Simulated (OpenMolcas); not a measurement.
# Multiconfigurational calculation, with input and output: Ru³⁺ complex

- system: Ru³⁺ with 6 ligands (F; octahedron, 1.842 Å), embedded in K2NaGaF6 by model potentials and point charges, whose field is part of the energies.
- method: state-averaged SS-CASPT2, IPEA shift 0.25, imaginary shift 0.1 hartree, closed shells 4s 4p of the metal and the valence shells of the ligands correlated, active space 5 electrons in the shell 4d, basis ANO-RCC-VDZP on the metal and ANO-RCC-VDZP on the ligands, DKH2 scalar Hamiltonian, spin-orbit coupling by RASSI with atomic mean-field integrals (OpenMolcas)

### Input
```
&GATEWAY
Basis set
Ru.ANO-RCC-VDZP.
Ru1 0.0 0.0 0.0 Angstrom
End of basis
Basis set
F.ANO-RCC-VDZP.
L1 1.842000 0.000000 0.000000 Angstrom
L2 0.000000 1.842000 0.000000 Angstrom
L3 0.000000 0.000000 1.842000 Angstrom
End of basis
Basis set
Na.EMB-AIMP.Barandiaran.6s3p.1s1p.ECP.K2NaGaF6.
PseudoCharge
* 3 symmetry-unique lattice sites within 7.6 angstrom
End of basis
Basis set
K.EMB-AIMP.Barandiaran.0s.0s.ECP.K2NaGaF6.
PseudoCharge
* 16 symmetry-unique lattice sites within 7.6 angstrom
End of basis
Basis set
Na.EMB-AIMP.Barandiaran.0s.0s.ECP.K2NaGaF6.
PseudoCharge
* 4 symmetry-unique lattice sites within 7.6 angstrom
End of basis
Basis set
F.EMB-AIMP.Barandiaran.0s.0s.ECP.K2NaGaF6.
PseudoCharge
* 39 symmetry-unique lattice sites within 7.6 angstrom
End of basis
Basis set
Ga.EMB-AIMP.Barandiaran.0s.0s.ECP.K2NaGaF6.
PseudoCharge
* 6 symmetry-unique lattice sites within 7.6 angstrom
End of basis
Symmetry
XYZ
AngMom=0.0 0.0 0.0
AMFI
RICD
XField
1521 Angstrom 0
* Evjen-weighted lattice charges
&SEWARD
&RASSCF
FileOrb=start.orb
Symmetry=1
Spin=6
nActEl=5 0 0
Inactive=24 24
Ras2=5 0
CIRoot=1 1 1
SDav=1
CIMx=300
Iter=150 100
PrWF=0.3
OrbListing=Nothing
MaxOrb=0
LevShft=1.0
>>> COPY $Project.JobIph JOB001
&RASSCF
FileOrb=start.orb
Symmetry=1
Spin=4
nActEl=5 0 0
Inactive=24 24
Ras2=5 0
CIRoot=24 24 1
SDav=24
CIMx=300
Iter=150 100
PrWF=0.3
OrbListing=Nothing
MaxOrb=0
LevShft=1.0
>>> COPY $Project.JobIph JOB002
&RASSCF
FileOrb=start.orb
Symmetry=1
Spin=2
nActEl=5 0 0
Inactive=24 24
Ras2=5 0
CIRoot=75 75 1
SDav=75
CIMx=300
Iter=150 100
PrWF=0.3
OrbListing=Nothing
MaxOrb=0
LevShft=1.0
>>> COPY $Project.JobIph JOB003
&RASSI
NrOfJobIphs=3 1 24 75
1
1 2 3 4 5 6 7 8 9 10 11 12 13 14 15 16 17 18 19 20 21 22 23 24
1 2 3 4 5 6 7 8 9 10 11 12 13 14 15 16 17 18 19 20 21 22 23 24 25 26 27
28 29 30 31 32 33 34 35 36 37 38 39 40 41 42 43 44 45 46 47 48 49 50 51
52 53 54 55 56 57 58 59 60 61 62 63 64 65 66 67 68 69 70 71 72 73 74 75
IphNames
JOB001
JOB002
JOB003
EJob
SpinOrbit
DIPRint=1.0
SOCoupling=1000.0
Subsets=2
Property=9
'ANGMOM' 1 'ANGMOM' 2 'ANGMOM' 3 'MLTPL  1' 1 'MLTPL  1' 2 'MLTPL  1' 3
'AMFI' 1 'AMFI' 2 'AMFI' 3
SOProperty=3
'ANGMOM' 1 'ANGMOM' 2 'ANGMOM' 3
>>> COPY JOB001 $Project.JobIph
&CASPT2
Multistate=1 1
Frozen=11 9
IPEA=0.25
Imaginary=0.1
MaxIter=60
WThr=0.0 0.3 0.05
PrWF=0.5
NoMix
>>> COPY JOB002 $Project.JobIph
&CASPT2
Multistate=24 1 2 3 4 5 6 7 8 9 10 11 12 13 14 15 16 17 18 19 20 21 22
23 24
NoMult
Frozen=11 9
IPEA=0.25
Imaginary=0.1
MaxIter=60
WThr=0.0 0.3 0.05
PrWF=0.5
NoMix
>>> COPY JOB003 $Project.JobIph
&CASPT2
Multistate=75 1 2 3 4 5 6 7 8 9 10 11 12 13 14 15 16 17 18 19 20 21 22
23 24 25 26 27 28 29 30 31 32 33 34 35 36 37 38 39 40 41 42 43 44 45 46
47 48 49 50 51 52 53 54 55 56 57 58 59 60 61 62 63 64 65 66 67 68 69 70
71 72 73 74 75
NoMult
Frozen=11 9
IPEA=0.25
Imaginary=0.1
MaxIter=60
WThr=0.0 0.3 0.05
PrWF=0.5
NoMix
```

The file start.orb holds starting orbitals from an earlier step. A driver script formed the levels outside the program, from RASSI's spin-orbit matrix and the CASPT2 energies (for multi-state variants, the effective Hamiltonian), averaged over the components of each term or state. The log and the time are those of the CASPT2 step.

Hardware: 1 thread of Arm Neoverse V2, 24 GiB of memory available, shared host.

Command:
```bash
OMP_NUM_THREADS=1 MOLCAS_MEM=2457 MOLCAS_PROJECT=a pymolcas a.inp > a.log  # once for each step of the input, in one work folder
```

### The program's output (extracts)
```
--- CASPT2 ---
Orbital specifications:
      -----------------------

      Symmetry species                           1   2
                                                ag  au
      Frozen orbitals                           11   9
      Inactive orbitals                         13  15
      Active orbitals                            5   0
      Secondary orbitals                        46  52
      Deleted orbitals                           0   0
      Number of basis functions                 75  76
Type of calculation                        SS-CASPT2
      Fock operator                              state-specific
      IPEA shift                                 0.25
      Real shift                                 0.00
      Imaginary shift                            0.10
      The input orbitals will be transformed to quasi-canonical
Reference energy:       -5125.6224382128
      E2 (Non-variational):      -1.5881017088
      Shift correction:          -0.0010003921
      E2 (Variational):          -1.5891021009
      Total energy:           -5127.2115403137
      Residual norm:              0.0000007440
      Reference weight:           0.73161
      Contributions to the CASPT2 correlation energy
      Active & Virtual Only:         -0.0498850559
      One Inactive Excited:          -0.2328305354
      Two Inactive Excited:          -1.3053861175
::    CASPT2 Root  1     Total energy:  -5127.21154031
--- CASPT2 ---
Orbital specifications:
      -----------------------

      Symmetry species                           1   2
                                                ag  au
      Frozen orbitals                           11   9
      Inactive orbitals                         13  15
      Active orbitals                            5   0
      Secondary orbitals                        46  52
      Deleted orbitals                           0   0
      Number of basis functions                 75  76
Type of calculation                        SS-CASPT2
      Fock operator                              state-specific
      IPEA shift                                 0.25
      Real shift                                 0.00
      Imaginary shift                            0.10
      The input orbitals will be transformed to quasi-canonical
Reference energy:       -5125.6619806716
      E2 (Non-variational):      -1.6131483200
      Shift correction:          -0.0010314701
      E2 (Variational):          -1.6141797901
      Total energy:           -5127.2761604618
      Residual norm:              0.0000001748
      Reference weight:           0.72782
      Contributions to the CASPT2 correlation energy
      Active & Virtual Only:         -0.0557545315
      One Inactive Excited:          -0.2342753789
      Two Inactive Excited:          -1.3231184096
Reference energy:       -5125.6619806716
      E2 (Non-variational):      -1.6131496413
      Shift correction:          -0.0010315303
      E2 (Variational):          -1.6141811716
      Total energy:           -5127.2761618432
      Residual norm:              0.0000001746
      Reference weight:           0.72782
      Contributions to the CASPT2 correlation energy
      Active & Virtual Only:         -0.0557500125
      One Inactive Excited:          -0.2342781999
      Two Inactive Excited:          -1.3231214289
::    CASPT2 Root  1     Total energy:  -5127.27616046
::    CASPT2 Root  2     Total energy:  -5127.27616184
::    CASPT2 Root  3     Total energy:  -5127.27616106
::    CASPT2 Root  4     Total energy:  -5127.25441488
::    CASPT2 Root  5     Total energy:  -5127.25441556
::    CASPT2 Root  6     Total energy:  -5127.25445821
::    CASPT2 Root  7     Total energy:  -5127.12930695
::    CASPT2 Root  8     Total energy:  -5127.12798091
::    CASPT2 Root  9     Total energy:  -5127.12797299
::    CASPT2 Root 10     Total energy:  -5127.12079724
::    CASPT2 Root 11     Total energy:  -5127.12089640
::    CASPT2 Root 12     Total energy:  -5127.12074285
::    CASPT2 Root 13     Total energy:  -5127.11149141
::    CASPT2 Root 14     Total energy:  -5127.11159315
::    CASPT2 Root 15     Total energy:  -5127.08044250
::    CASPT2 Root 16     Total energy:  -5127.08047882
::    CASPT2 Root 17     Total energy:  -5127.08042884
::    CASPT2 Root 18     Total energy:  -5127.07510711
::    CASPT2 Root 19     Total energy:  -5126.93889850
::    CASPT2 Root 20     Total energy:  -5126.94041054
::    CASPT2 Root 21     Total energy:  -5126.94041275
::    CASPT2 Root 22     Total energy:  -5126.91560125
::    CASPT2 Root 23     Total energy:  -5126.91566313
::    CASPT2 Root 24     Total energy:  -5126.91565070
--- CASPT2 ---
Orbital specifications:
      -----------------------

      Symmetry species                           1   2
                                                ag  au
      Frozen orbitals                           11   9
      Inactive orbitals                         13  15
      Active orbitals                            5   0
      Secondary orbitals                        46  52
      Deleted orbitals                           0   0
      Number of basis functions                 75  76
Type of calculation                        SS-CASPT2
      Fock operator                              state-specific
      IPEA shift                                 0.25
      Real shift                                 0.00
      Imaginary shift                            0.10
      The input orbitals will be transformed to quasi-canonical
Reference energy:       -5125.7527079159
      E2 (Non-variational):      -1.6271382917
      Shift correction:          -0.0010281301
      E2 (Variational):          -1.6281664218
      Total energy:           -5127.3808743377
      Residual norm:              0.0000000818
      Reference weight:           0.72663
      Contributions to the CASPT2 correlation energy
      Active & Virtual Only:         -0.0586285738
      One Inactive Excited:          -0.2315852767
      Two Inactive Excited:          -1.3369244412
Reference energy:       -5125.7527079158
      E2 (Non-variational):      -1.6271461730
      Shift correction:          -0.0010281725
      E2 (Variational):          -1.6281743456
      Total energy:           -5127.3808822614
      Residual norm:              0.0000000781
      Reference weight:           0.72663
      Contributions to the CASPT2 correlation energy
      Active & Virtual Only:         -0.0586323023
      One Inactive Excited:          -0.2315869199
      Two Inactive Excited:          -1.3369269508
::    CASPT2 Root  1     Total energy:  -5127.38087434
::    CASPT2 Root  2     Total energy:  -5127.38088226
::    CASPT2 Root  3     Total energy:  -5127.38087440
::    CASPT2 Root  4     Total energy:  -5127.23815254
::    CASPT2 Root  5     Total energy:  -5127.23812231
::    CASPT2 Root  6     Total energy:  -5127.23814261
::    CASPT2 Root  7     Total energy:  -5127.24225423
::    CASPT2 Root  8     Total energy:  -5127.22903456
::    CASPT2 Root  9     Total energy:  -5127.22892364
::    CASPT2 Root 10     Total energy:  -5127.22894069
::    CASPT2 Root 11     Total energy:  -5127.22541182
::    CASPT2 Root 12     Total energy:  -5127.22574382
::    CASPT2 Root 13     Total energy:  -5127.20319192
::    CASPT2 Root 14     Total energy:  -5127.20294276
::    CASPT2 Root 15     Total energy:  -5127.20313213
::    CASPT2 Root 16     Total energy:  -5127.19762799
::    CASPT2 Root 17     Total energy:  -5127.19757458
::    CASPT2 Root 18     Total energy:  -5127.19761918
::    CASPT2 Root 19     Total energy:  -5127.19015561
::    CASPT2 Root 20     Total energy:  -5127.15799480
::    CASPT2 Root 21     Total energy:  -5127.15789787
::    CASPT2 Root 22     Total energy:  -5127.09122702
::    CASPT2 Root 23     Total energy:  -5127.08600230
::    CASPT2 Root 24     Total energy:  -5127.08635350
::    CASPT2 Root 25     Total energy:  -5127.08600693
::    CASPT2 Root 26     Total energy:  -5127.07751550
::    CASPT2 Root 27     Total energy:  -5127.07735350
::    CASPT2 Root 28     Total energy:  -5127.06788386
::    CASPT2 Root 29     Total energy:  -5127.06786288
::    CASPT2 Root 30     Total energy:  -5127.06798450
```

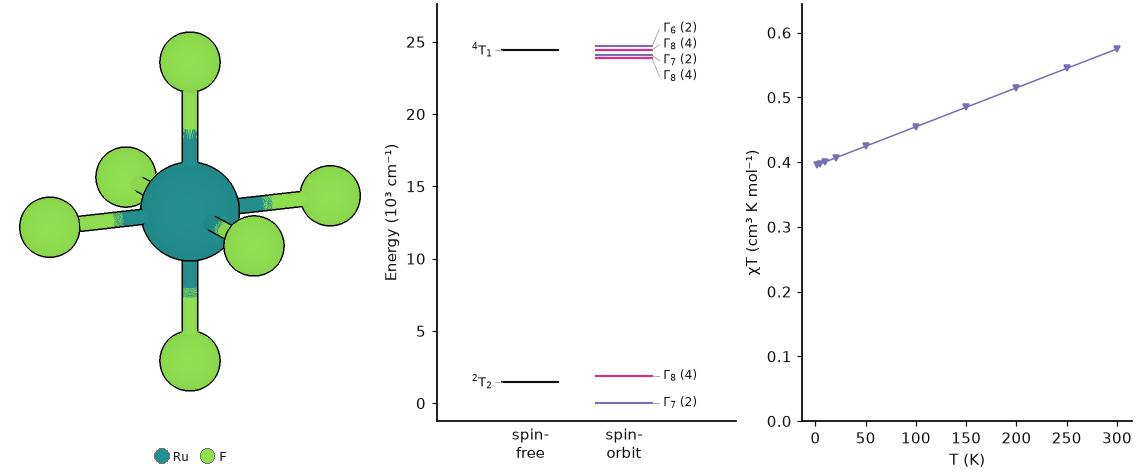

**Figure 1.** Ru³⁺ (4d⁵) as a dopant in K₂NaGaF₆, a cluster with its 6 nearest F⁻ at 1.842 Å (octahedron) embedded in model potentials and point charges; the geometry was set, not optimised, and its levels and susceptibility. Labels give the representation in O, Td, D4 or D3 as the site allows (double group for half-integer spin) where it could be assigned and, in brackets, the degeneracy; spin-free states, where drawn, share the zero of the spin-orbit levels. Powder susceptibility by Van Vleck's formula. The ground level is Γ₇, a Kramers doublet, 99 % from states of spin multiplicity 2. Its principal g values are 2.05, 2.05 and 2.05, isotropic. The next level lies at 1,870 cm⁻¹ (Γ₈). The lowest spin-free state is ²T₂. χT is 0.396 cm³ K mol⁻¹ at 2 K and 0.575 at 300 K, an effective moment of 2.14 μB.

### Summary

```tsv
quantity	value
outcome	converged; degenerate states are split by up to 451 cm⁻¹
energy of the lowest spin-free term	−5127.38088 hartree
energy of the lowest spin-orbit level	−5127.38747 hartree
CASPT2 correlation energy	−1.6282 hartree
largest spread among components of a term	450.9 cm⁻¹
lowest reference weight	0.716
wall time	4.4 min
peak memory	0.38 GiB
```

### Remarks

The components of ² (unassigned), which symmetry makes degenerate, are split by 451 cm⁻¹ in CASPT2, and those of 9 more by over 50 cm⁻¹. This is an artefact; the levels of such states rest on averages and are uncertain by about as much. Limits: small active space favours high spin, ground spin may be wrong; the geometry is set by hand, with no relaxation.
